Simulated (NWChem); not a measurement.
# C2H9AlO (SMILES C[O+](C)[AlH3-]) at 4 levels

Wanted: a comparison of 4 runs (HF/STO-3G, HF/3-21G, B3LYP/6-31G*) of C2H9AlO. 

The results are computed with NWChem 7.3.0.

**1. Starting point**

C2H9AlO has 13 atoms, charge 0, and is taken as a singlet. As SMILES, `C[O+](C)[AlH3-]`. Geometry: relaxed at PBE0-D4/def2-TZVP.

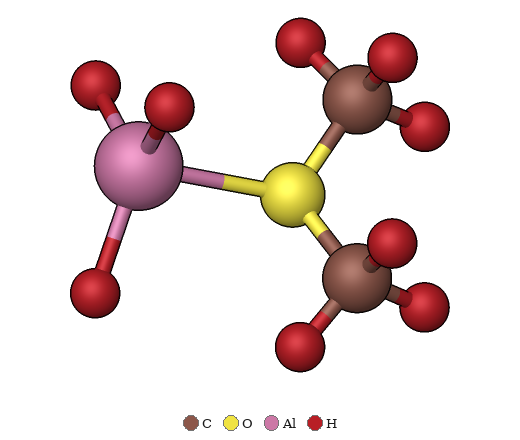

The structure, seen from a chosen angle (carbon brown, oxygen yellow, aluminium pink, hydrogen red).

**2. Energy and forces at HF/STO-3G (run 1)**

Contents of run.py:

```python
from ase import Atoms
from ase.calculators.nwchem import NWChem

molecule = Atoms(['C', 'O', 'C', 'Al', 'H', 'H', 'H', 'H', 'H', 'H', 'H', 'H', 'H'], positions=[
    [-0.125900, 1.186800, -0.841900],
    [-0.308900, 0.164400, 0.133800],
    [0.392100, 0.416100, 1.348700],
    [-0.343900, -1.706300, -0.517300],
    [-0.717000, 0.903500, -1.710600],
    [-0.480900, 2.137300, -0.437700],
    [0.930200, 1.262700, -1.115700],
    [0.042900, 1.358300, 1.776700],
    [1.468600, 0.461800, 1.160900],
    [0.165400, -0.409200, 2.020700],
    [-1.404300, -1.526600, -1.700800],
    [-0.793800, -2.422300, 0.840100],
    [1.196100, -1.861300, -0.942200],
])

calc = NWChem(
    label='mymol',
    theory='scf',
    memory='2200 mb',
    basis='STO-3G',
    basispar='spherical bse',
    scf={'nopen': '0', 'rhf': None, 'thresh': '1e-08', 'maxiter': '80'},
)
molecule.calc = calc

forces = molecule.get_forces()
print("Total energy (eV):", round(molecule.get_potential_energy(), 6))
print("forces (eV/A):")
for s, f in zip(molecule.symbols, forces):
    print(f"{s:2s} {f[0]:10.5f} {f[1]:10.5f} {f[2]:10.5f}")
print("dipole (e A):", molecule.get_dipole_moment().round(4))
```

Started as:

```
export ASE_NWCHEM_COMMAND="nwchem PREFIX.nwi > PREFIX.nwo"
python run.py
```

Standard output:

```text
Total energy (eV): -10691.220419
forces (eV/A):
C     0.13236    0.37327   -0.00026
O    -0.47545   -1.84759   -0.53967
C     0.17782    0.31758    0.16527
Al    0.05698   -0.43251   -0.16527
H    -0.03929    0.08238   -0.15781
H     0.05214    0.13586   -0.13941
H     0.00267    0.13509   -0.10074
H     0.12141    0.03054    0.15802
H     0.05944    0.04613    0.15015
H     0.03831   -0.03733    0.17761
H     1.65471   -0.27305    1.89017
H     0.68576    1.14908   -2.14466
H    -2.46677    0.32067    0.70664
dipole (e A): [0.2121 0.9454 0.283 ]
```

The calculator wrote mymol.nwi:

```
title "mymol"

permanent_dir mymol

scratch_dir mymol

start mymol

geometry units angstrom nocenter noautosym noautoz
  C  -1.2590000000000001e-01 1.1868000000000001e+00 -8.4189999999999998e-01
  O  -3.0890000000000001e-01 1.6439999999999999e-01 1.3380000000000000e-01
  C  3.9210000000000000e-01 4.1610000000000003e-01 1.3487000000000000e+00
  Al -3.4389999999999998e-01 -1.7062999999999999e+00 -5.1729999999999998e-01
  H  -7.1699999999999997e-01 9.0349999999999997e-01 -1.7105999999999999e+00
  H  -4.8089999999999999e-01 2.1373000000000002e+00 -4.3769999999999998e-01
  H  9.3020000000000003e-01 1.2626999999999999e+00 -1.1156999999999999e+00
  H  4.2900000000000001e-02 1.3583000000000001e+00 1.7766999999999999e+00
  H  1.4685999999999999e+00 4.6179999999999999e-01 1.1609000000000000e+00
  H  1.6539999999999999e-01 -4.0920000000000001e-01 2.0207000000000002e+00
  H  -1.4043000000000001e+00 -1.5266000000000000e+00 -1.7008000000000001e+00
  H  -7.9379999999999995e-01 -2.4222999999999999e+00 8.4009999999999996e-01
  H  1.1960999999999999e+00 -1.8613000000000000e+00 -9.4220000000000004e-01
end

memory 2200 mb

basis spherical bse noprint
   * library STO-3G
end

scf
  nopen 0
  rhf
  thresh 1e-08
  maxiter 80
end

task scf gradient
```

mymol.nwo, cut to the lines that bear on the results:

```text
[...]
      One-electron energy =   -898.202028481725
[... 1 line left out ...]
 Nuclear repulsion energy =    178.252937251086
[... 39 lines left out ...]
                       ROHF Final Molecular Orbital Analysis
[... 215 lines left out ...]
     1   1 0 0      0.400863      0.000000     -9.330522
[...]
  wavefunction    =   RHF
                         RHF ENERGY GRADIENTS
    atom               coordinates                        gradient
                 x          y          z           x          y          z
   1 C      -0.237917   2.242727  -1.590960   -0.002574  -0.007259   0.000005
   2 O      -0.583736   0.310671   0.252845    0.009246   0.035930   0.010495
   3 C       0.740962   0.786315   2.548673   -0.003458  -0.006176  -0.003214
[... 9 lines of this table left out ...]
  13 H       2.260301  -3.517347  -1.780500    0.047971  -0.006236  -0.013742
[...]
```

Run time: 4.8 s. Hardware: 1 thread of AMD EPYC 7B13 (Zen 3), shared host; peak memory 0.098 GiB.

**3. Energy and forces at HF/3-21G (run 2)**

Contents of c2h9alo.nw:

```
start c2h9alo
memory total 2200 mb
geometry noautosym nocenter noautoz
  C     -0.125900     1.186800    -0.841900
  O     -0.308900     0.164400     0.133800
  C      0.392100     0.416100     1.348700
  Al    -0.343900    -1.706300    -0.517300
  H     -0.717000     0.903500    -1.710600
  H     -0.480900     2.137300    -0.437700
  H      0.930200     1.262700    -1.115700
  H      0.042900     1.358300     1.776700
  H      1.468600     0.461800     1.160900
  H      0.165400    -0.409200     2.020700
  H     -1.404300    -1.526600    -1.700800
  H     -0.793800    -2.422300     0.840100
  H      1.196100    -1.861300    -0.942200
end
basis spherical bse
  * library 3-21G
end
scf
  thresh 1e-08
  maxiter 80
  print low
end
task scf gradient
```

Started as:

```
nwchem c2h9alo.nw > c2h9alo.out
```

Standard output:

```text
[...]
  functions       =    58
[...]
  wavefunction    = RHF
[...]
         Total SCF energy =   -395.554182699232
      One-electron energy =   -898.912081548842
      Two-electron energy =    325.104961598524
 Nuclear repulsion energy =    178.252937251086
        Time for solution =      2.9s
[...]
                         RHF ENERGY GRADIENTS
    atom               coordinates                        gradient
                 x          y          z           x          y          z
   1 C      -0.237917   2.242727  -1.590960    0.002017  -0.020385   0.023046
   2 O      -0.583736   0.310671   0.252845    0.001963   0.023953   0.007977
   3 C       0.740962   0.786315   2.548673   -0.010352  -0.002129  -0.028933
   4 Al     -0.649877  -3.224439  -0.977555    0.004792  -0.010002  -0.004684
   5 H      -1.354934   1.707367  -3.232565   -0.004468  -0.004049  -0.005855
   6 H      -0.908769   4.038911  -0.827133   -0.002902   0.006543   0.003493
   7 H       1.757823   2.386157  -2.108367    0.007751   0.000243  -0.002202
   8 H       0.081069   2.566815   3.357476   -0.003094   0.006857   0.002622
   9 H       2.775252   0.872675   2.193783    0.007959  -0.000018  -0.001442
  10 H       0.312561  -0.773276   3.818569   -0.002258  -0.007289   0.003417
  11 H      -2.653742  -2.884856  -3.214046    0.002214   0.001462   0.003759
[...]
```

Run time: 4.5 s. Hardware: 1 thread of AMD EPYC 7B13 (Zen 3), shared host; peak memory 0.098 GiB.

Run 3 isn't shown in full; the table further down has it.

**4. Energy and forces at B3LYP/6-31G(d) (spherical functions) (run 4)**

Contents of test.nw:

```
start test
title "C2H9AlO"
memory 2200 mb

geometry units angstroms noautosym nocenter noautoz
C       -0.125900       1.186800      -0.841900
O       -0.308900       0.164400       0.133800
C        0.392100       0.416100       1.348700
Al      -0.343900      -1.706300      -0.517300
H       -0.717000       0.903500      -1.710600
H       -0.480900       2.137300      -0.437700
H        0.930200       1.262700      -1.115700
H        0.042900       1.358300       1.776700
H        1.468600       0.461800       1.160900
H        0.165400      -0.409200       2.020700
H       -1.404300      -1.526600      -1.700800
H       -0.793800      -2.422300       0.840100
H        1.196100      -1.861300      -0.942200
end

basis spherical bse
* library 6-31G*
end

dft
xc b3lyp
mult 1
grid xfine
convergence energy 1e-08
iterations 100
mulliken
print medium
end

task dft gradient
```

Started as:

```
nwchem test.nw > test.out
```

Standard output, cut to the lines that bear on the results:

```text
[...]
          Wavefunction type:  closed shell.
          No. of atoms     :    13
          No. of electrons :    42
[...]
          Charge           :     0
          Spin multiplicity:     1
[...]
          AO basis - number of functions:    78
[...]
              XC Information
              --------------
                         B3LYP Method XC Potential
                     Hartree-Fock (Exact) Exchange  0.200
                        Slater Exchange Functional  0.800 local
                    Becke 1988 Exchange Functional  0.720 non-local
              Lee-Yang-Parr Correlation Functional  0.810
                  VWN I RPA Correlation Functional  0.190 local
[...]
 d= 0,ls=0.0,diis     1   -399.2120875966 -5.77D+02  8.11D-03  4.02D-01     5.5
[...]
 d= 0,ls=0.0,diis     8   -399.2628215878 -1.62D-09  8.76D-07  7.27D-09    37.1
         Total DFT energy =     -399.262821587817
      One electron energy =     -902.169942537972
           Coulomb energy =      366.158676152699
    Exchange-Corr. energy =      -41.504492453630
 Nuclear repulsion energy =      178.252937251086
[...]
      Total Density - Mulliken Population Analysis
     ---------------------------------------------
[...]
  wavefunction    = closed shell
                         DFT ENERGY GRADIENTS
    atom               coordinates                        gradient
                 x          y          z           x          y          z
   1 C      -0.237917   2.242727  -1.590960   -0.000437  -0.004715   0.005915
   2 O      -0.583736   0.310671   0.252845    0.004791   0.002272  -0.000327
   3 C       0.740962   0.786315   2.548673   -0.003495  -0.000312  -0.006696
   4 Al     -0.649877  -3.224439  -0.977555    0.000487   0.004403   0.001420
   5 H      -1.354934   1.707367  -3.232565    0.000743   0.000102   0.000922
   6 H      -0.908769   4.038911  -0.827133    0.000589  -0.001707  -0.000618
   7 H       1.757823   2.386157  -2.108367   -0.001683  -0.000464   0.000593
   8 H       0.081069   2.566815   3.357476    0.000546  -0.001623  -0.000836
   9 H       2.775252   0.872675   2.193783   -0.001799  -0.000242  -0.000025
  10 H       0.312561  -0.773276   3.818569    0.000328   0.000769  -0.000911
  11 H      -2.653742  -2.884856  -3.214046    0.000355   0.000371   0.000600
[...]
```

Wall time 48 s (1 thread of AMD EPYC 7B13 (Zen 3), shared host); peak memory 0.16 GiB.

**5. Overview of the runs**

```csv
run,level,Cartesian functions,iteration cap,energy (Eh),largest force (eV/Å),wall time
1,HF/STO-3G,no,80,-392.895107,2.586,4.8 s
2,HF/3-21G,no,80,-395.554183,1.586,4.5 s
3,B3LYP/6-31G* (Cartesian functions),yes,100,-399.266576,0.399,50 s
4,B3LYP/6-31G* (spherical functions),no,100,-399.262822,0.390,48 s
```

**6. What came out**

| quantity | value |
| --- | --- |
| run 4: total energy | -399.26282 Eh |
| run 4: dipole moment | 5.22 D |
| run 4: HOMO energy | -7.09 eV |
| run 4: LUMO energy | 0.33 eV |
| run 4: HOMO–LUMO gap | 7.42 eV |
| run 4: largest force on an atom | 0.390 eV/Å |

In words: In run 1 the basis is minimal, so the values are rough. All runs together took 1.8 min, the longest 50 s.
